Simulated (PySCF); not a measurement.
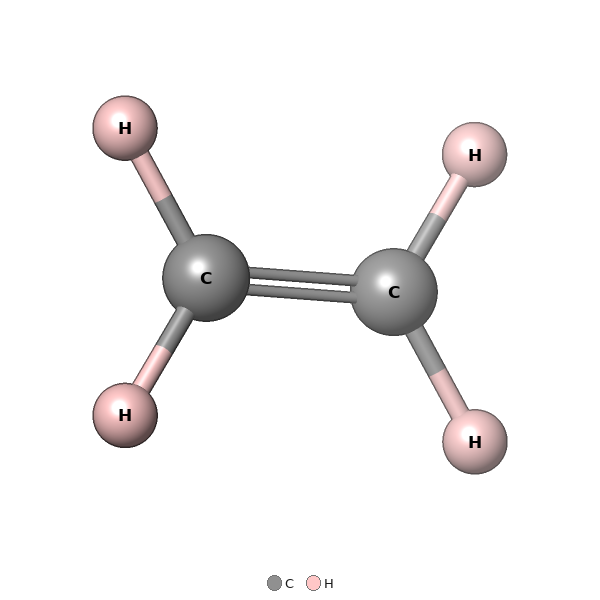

(Drawn from a calculation with PySCF.)

Orthographic view. Atoms fade into the background with distance from the viewer. Geometry: a fixed input geometry, not necessarily a minimum.

Question: Give the standard InChI.

Answer: InChI=1S/C2H4/c1-2/h1-2H2
